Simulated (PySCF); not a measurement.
## Two runs on C6H13NO

System: C6H13NO.
Method of run 1: GIAO PBE0/def2-TZVP NMR shielding, non-relativistic, gas phase (PySCF 2.14.0).

The geometry comes from this level: PBE0-D3(BJ)/def2-SVP. Text and figures count atoms from 1; the logs count them from 0 in places.

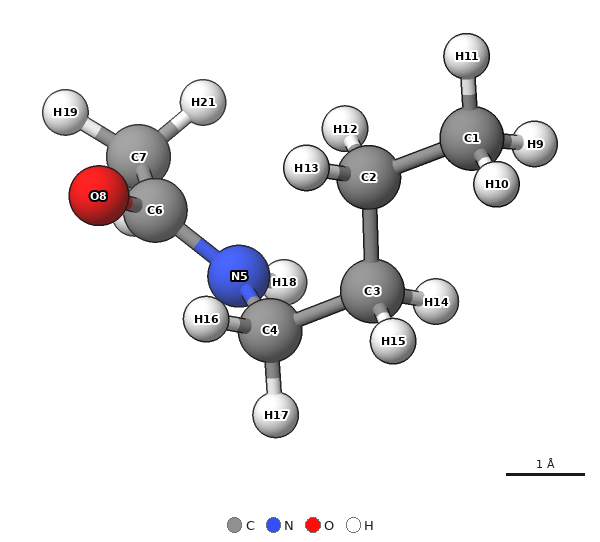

The input geometry (ball-and-stick view, seen at a tilt; atoms are numbered from 1 in the order of the input). Bond lengths as drawn: C–C 1.51 to 1.52 Å, C–H 1.10 to 1.11 Å, C–N 1.36 to 1.44 Å, C–O 1.21 Å and H–N 1.01 Å.

### The input, run 1
```
{"job": {"kind": "nmr", "xc": "PBE0", "basis": "def2-TZVP", "pop": true}, "charge": 0, "multiplicity": 1}
C     -2.879447    -0.854367     0.088956
C     -1.493353    -0.320433     0.410460
C     -1.192014     1.013095    -0.258203
C      0.206303     1.545750     0.032822
N      1.261130     0.688487    -0.450320
C      2.071755    -0.023582     0.384856
C      3.069460    -0.919242    -0.318101
O      1.997164     0.051029     1.595150
H     -3.006985    -1.012446    -0.994560
H     -3.665448    -0.152482     0.411973
H     -3.068532    -1.816313     0.589137
H     -0.730998    -1.056455     0.102395
H     -1.372099    -0.211666     1.501741
H     -1.331630     0.918878    -1.351937
H     -1.924673     1.771110     0.070760
H      0.364179     1.627641     1.118588
H      0.322910     2.556473    -0.394915
H      1.352304     0.549754    -1.448166
H      3.734854    -1.359472     0.433039
H      3.665785    -0.355303    -1.051634
H      2.549575    -1.728388    -0.854758
```

The first line tells a small driver script what to run in PySCF; the rest is the geometry in Å.

Hardware: 1 CPU thread, shared host.

### Output (run 1)
```
coarse grid: 16728 points
cycle   1  E = -366.0197683359  dE =  8.800e-01  |g| = 8.978e-01  |ddm| = 3.183e+00
cycle   2  E = -365.4975732018  dE =  5.222e-01  |g| = 1.849e+00  |ddm| = 4.670e+00
cycle   3  E = -366.1752353659  dE = -6.777e-01  |g| = 2.427e-01  |ddm| = 4.059e+00
cycle   4  E = -366.1872033421  dE = -1.197e-02  |g| = 8.592e-02  |ddm| = 2.248e-01
cycle   5  E = -366.1886798620  dE = -1.477e-03  |g| = 2.329e-02  |ddm| = 7.102e-02
cycle   6  E = -366.1887894712  dE = -1.096e-04  |g| = 6.402e-03  |ddm| = 1.768e-02
cycle   7  E = -366.1887977104  dE = -8.239e-06  |g| = 1.440e-03  |ddm| = 6.108e-03
final grid: 159288 points
cycle   8  E = -366.1716703379  dE = -8.937e-05  |g| = 1.358e-02  |ddm| = 9.006e-02
cycle   9  E = -366.1715950445  dE =  7.529e-05  |g| = 2.398e-02  |ddm| = 2.588e-02
cycle  10  E = -366.1717061370  dE = -1.111e-04  |g| = 3.439e-03  |ddm| = 2.016e-02
cycle  11  E = -366.1717085721  dE = -2.435e-06  |g| = 3.189e-04  |ddm| = 3.189e-03
cycle  12  E = -366.1717085938  dE = -2.163e-08  |g| = 1.344e-04  |ddm| = 4.099e-04
cycle  13  E = -366.1717085978  dE = -4.055e-09  |g| = 3.315e-05  |ddm| = 1.539e-04
cycle  14  E = -366.1717085981  dE = -2.333e-10  |g| = 8.538e-06  |ddm| = 3.410e-05
converged SCF energy = -366.1717085981

GIAO shielding tensors (ppm)
atom      isotropic    diamagn.    paramagn.     s11        s22        s33       span
  0 C      170.531     241.537     -71.006    159.684    163.318    188.590     28.906
  1 C      163.642     246.713     -83.071    150.037    168.486    172.403     22.366
  2 C      148.933     245.271     -96.338    134.811    144.872    167.116     32.305
  3 C      147.638     243.082     -95.444    118.853    157.765    166.295     47.442
  4 N      133.359     321.759    -188.400     37.651    149.792    212.634    174.982
  5 C       17.187     245.765    -228.578    -71.203     25.068     97.697    168.900
  6 C      163.877     248.799     -84.922    137.526    158.570    195.536     58.010
  7 O      -78.088     401.545    -479.633   -396.705   -179.781    342.220    738.925
  8 H       30.836      29.015       1.821     26.870     29.035     36.602      9.733
  9 H       30.670      28.280       2.390     26.708     28.674     36.629      9.921
 10 H       30.308      28.432       1.875     25.873     27.830     37.220     11.347
 11 H       30.090      34.353      -4.264     24.374     31.179     34.717     10.343
 12 H       30.253      32.892      -2.640     25.039     30.692     35.028      9.989
 13 H       30.429      32.624      -2.195     26.356     30.493     34.439      8.083
 14 H       30.137      31.430      -1.293     25.944     29.468     34.997      9.053
 15 H       27.163      31.250      -4.088     23.374     27.564     30.550      7.176
 16 H       28.887      29.883      -0.996     22.577     28.505     35.579     13.001
 17 H       27.283      35.101      -7.818     22.116     29.011     30.723      8.607
 18 H       29.783      28.664       1.119     26.078     28.447     34.824      8.746
 19 H       29.728      28.747       0.981     26.032     29.080     34.073      8.041
 20 H       29.635      30.703      -1.068     26.229     29.313     33.362      7.133
```

For run 2 the input was changed thus:
```diff
-"basis": "def2-TZVP"
+"basis": "def2-SVP"
```

Predict how the results change.

The total energy of run 2 is 249.5 kcal/mol higher, which measures the change of basis and not a stability. The HOMO goes from −7.20 to −7.04 eV. The LUMO goes from 0.69 to 1.02 eV. The dipole moment goes from 3.59 to 3.53 D. Of all shieldings, the largest change is that of O8, by +19.7 ppm. The number of SCF iterations is the same. The basis functions go from 326 to 177.

### Output (run 2)
```
coarse grid: 16728 points
cycle   1  E = -365.5554292867  dE =  8.399e-01  |g| = 8.591e-01  |ddm| = 4.480e+00
cycle   2  E = -365.0551184466  dE =  5.003e-01  |g| = 1.782e+00  |ddm| = 3.601e+00
cycle   3  E = -365.7070696185  dE = -6.520e-01  |g| = 2.131e-01  |ddm| = 2.824e+00
cycle   4  E = -365.7167996307  dE = -9.730e-03  |g| = 7.661e-02  |ddm| = 2.616e-01
cycle   5  E = -365.7180398637  dE = -1.240e-03  |g| = 1.967e-02  |ddm| = 7.329e-02
cycle   6  E = -365.7181239535  dE = -8.409e-05  |g| = 5.243e-03  |ddm| = 1.982e-02
cycle   7  E = -365.7181297186  dE = -5.765e-06  |g| = 1.245e-03  |ddm| = 5.579e-03
final grid: 159288 points
cycle   8  E = -365.7740291734  dE = -2.567e-05  |g| = 1.331e-02  |ddm| = 3.652e-02
cycle   9  E = -365.7739497820  dE =  7.939e-05  |g| = 2.386e-02  |ddm| = 3.438e-02
cycle  10  E = -365.7740667844  dE = -1.170e-04  |g| = 3.134e-03  |ddm| = 2.458e-02
cycle  11  E = -365.7740690122  dE = -2.228e-06  |g| = 1.806e-04  |ddm| = 3.263e-03
cycle  12  E = -365.7740690186  dE = -6.384e-09  |g| = 9.025e-05  |ddm| = 3.249e-04
cycle  13  E = -365.7740690205  dE = -1.926e-09  |g| = 2.015e-05  |ddm| = 1.128e-04
cycle  14  E = -365.7740690206  dE = -8.254e-11  |g| = 6.721e-06  |ddm| = 2.693e-05
converged SCF energy = -365.7740690206

GIAO shielding tensors (ppm)
atom      isotropic    diamagn.    paramagn.     s11        s22        s33       span
  0 C      178.287     242.549     -64.261    168.510    172.332    194.021     25.511
  1 C      173.349     248.259     -74.911    160.790    176.800    182.456     21.666
  2 C      159.441     248.240     -88.799    146.205    155.579    176.538     30.333
  3 C      157.811     247.376     -89.564    130.230    168.333    174.871     44.641
  4 N      150.559     328.159    -177.601     62.856    165.575    223.245    160.389
  5 C       33.517     253.304    -219.787    -49.487     41.533    108.505    157.992
  6 C      172.625     250.683     -78.058    147.346    169.282    201.247     53.900
  7 O      -58.415     398.109    -456.524   -378.950   -155.764    359.469    738.419
  8 H       30.757      29.709       1.048     26.628     28.981     36.663     10.034
  9 H       30.596      27.837       2.760     26.489     28.601     36.698     10.209
 10 H       30.306      28.169       2.137     25.772     27.753     37.392     11.619
 11 H       30.142      36.635      -6.493     24.221     31.208     34.997     10.775
 12 H       30.263      33.591      -3.328     24.907     30.564     35.318     10.411
 13 H       30.478      33.908      -3.430     26.380     30.348     34.706      8.326
 14 H       30.239      31.367      -1.128     25.946     29.314     35.457      9.511
 15 H       27.341      32.772      -5.431     23.411     27.559     31.052      7.641
 16 H       28.987      29.707      -0.720     22.530     28.390     36.040     13.511
 17 H       27.653      37.520      -9.866     21.876     30.044     31.040      9.164
 18 H       29.880      27.220       2.660     26.036     28.203     35.401      9.365
 19 H       29.740      28.068       1.672     25.928     29.024     34.268      8.340
 20 H       29.606      32.168      -2.562     26.070     29.218     33.531      7.461
```

### The two runs side by side

| quantity | run 1 | run 2 |
| --- | --- | --- |
| outcome | converged | converged |
| total energy (hartree) | −366.171709 | −365.774069 |
| HOMO (eV) | −7.20 | −7.04 |
| LUMO (eV) | 0.69 | 1.02 |
| dipole moment (D) | 3.59 | 3.53 |
| shielding of C2 (ppm) | 163.6 | 173.3 |
| shielding of C3 (ppm) | 148.9 | 159.4 |
| shielding of C4 (ppm) | 147.6 | 157.8 |
| shielding of N5 (ppm) | 133.4 | 150.6 |
| shielding of C6 (ppm) | 17.2 | 33.5 |
| shielding of C7 (ppm) | 163.9 | 172.6 |
| shielding of O8 (ppm) | −78.1 | −58.4 |
| SCF iterations | 14 | 14 |
| basis functions | 326 | 177 |
| wall time (shared host) | 73 s | 24 s |
